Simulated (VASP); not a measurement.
Band structure of Mg5Sb (space group P-62m). All values below come from PBEsol GGA, VASP's PBE PAW potentials (set 64) (plane waves; VASP).

Unless said otherwise, spin-orbit coupling is left out, though it shifts the bands of the heavy elements here.

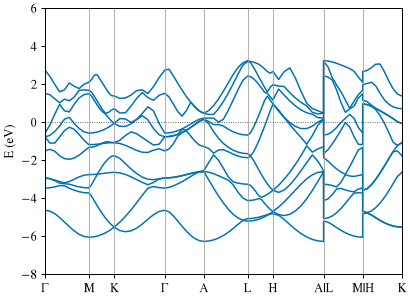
Bands along high-symmetry lines, zero at the valence-band maximum or, without a gap, the Fermi level

**Question.** Read the plot: is there a gap, and where are the band edges?

**Answer.** It has no gap at this level: it comes out as a metal or semimetal. (Edges off the drawn lines would not show.)

The structure comes from a computed database's Mg5Sb entry (P-62m); how it stands against other phases isn't given here. It was relaxed first. The electron count is odd and the run is not spin-polarised, which forces a metal.
